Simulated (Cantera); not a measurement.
A closed system holds: 1 mol SiCl₄, 1.5 mol N₂, 54 mol H₂, 0.12 mol NH₃, equilibrated at 0.00133 bar.

Method: chemical equilibrium by Gibbs-energy minimisation in Cantera with the NASA 1993 tables (ideal gas, pure condensed phases). Candidate condensed phases: NH₄Cl, Si, Si₃N₄; 28 gas species. The tables' values for SiCl, SiCl₃, SiN are old estimates; treat these amounts as uncertain. Gases not in the tables: Si₂H₆ and higher silanes. Rates play no part.

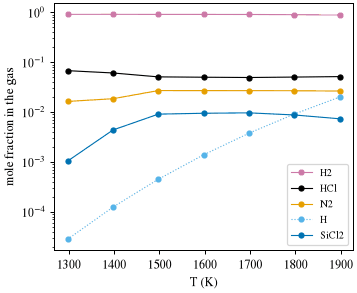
Equilibrium gas composition (values under 1e-9 drawn at 1e-9)

Q: Read off the mole fractions at 1298 K.

A: H₂ about 0.91, HCl about 0.068, N₂ about 0.016, SiCl₂ about 0.0010, H about 2.8e-5.
